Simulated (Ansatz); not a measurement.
Input file:

```
crystal:
  periodic: [false, false, false]
  atoms:
    - { symbol: B, position_ang: [-0.65433, 0.69675, -1.32457] }
    - { symbol: Si, position_ang: [0.53412, 0.65766, 0.15472] }
    - { symbol: Si, position_ang: [0.32906, -1.16658, 1.5022] }
    - { symbol: H, position_ang: [-0.45397, 0.07258, -2.32097] }
    - { symbol: H, position_ang: [-1.78159, 1.06881, -1.1974] }
    - { symbol: H, position_ang: [0.44518, 1.8227, 1.10202] }
    - { symbol: H, position_ang: [2.00424, 0.6861, -0.15413] }
    - { symbol: H, position_ang: [-1.13926, -1.48638, 1.57567] }
    - { symbol: H, position_ang: [0.71654, -2.35163, 0.66245] }
total_charge: -1
basis:
  gaussian: { orbitals: def2-SVP }
hamiltonian:
  xc: pbe
relax:
  f_tol: 0.02
  max_steps: 40
scf:
  lower_state_search: "off"
output:
  orbitals: {}
```

Launched as:

```sh
ansatz run input.yaml --threads 1 --pin off --max-ram 2048MiB --backend cpu --events-out ev --progress --plain --runs-dir out
```

The fields are those of the relaxed geometry.

The highest occupied orbital lies above zero, a sign that basis and functional describe the outermost electron poorly.

All numbers below come from RKS PBE/def2-SVP in Ansatz 0.2.0.

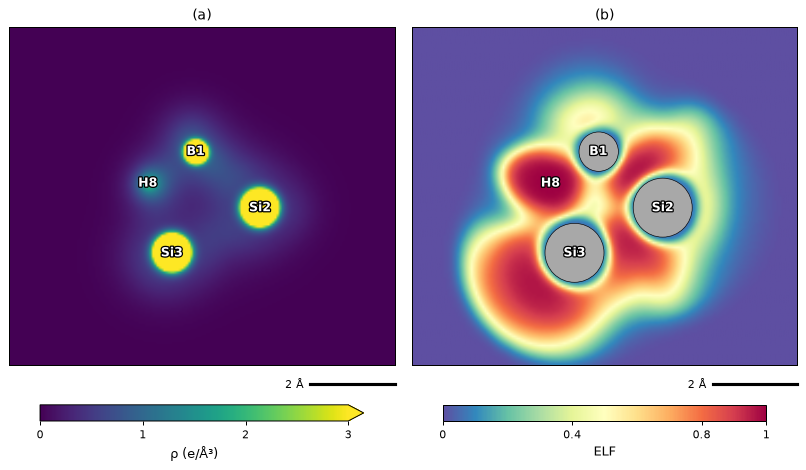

BH6Si2 (charge −1). (a) electron density; (b) ELF on the plane of atoms B1, Si2 and Si3. Grey discs cover the atomic cores in the ELF map.

> Interpret the plot.

The plane passes through B, Si and H nuclei. Si–B (2.02 Å): the density is about 0.71 e/Å³ at the midpoint; the ELF peaks at about 0.95 between the atoms, as expected for a shared electron pair. Si–Si (2.35 Å): ρ at the midpoint is about 0.54 e/Å³; the ELF peaks at about 0.90 between the atoms: a shared electron pair. The ELF also peaks beside Si3, away from the bonds: lone-pair regions.
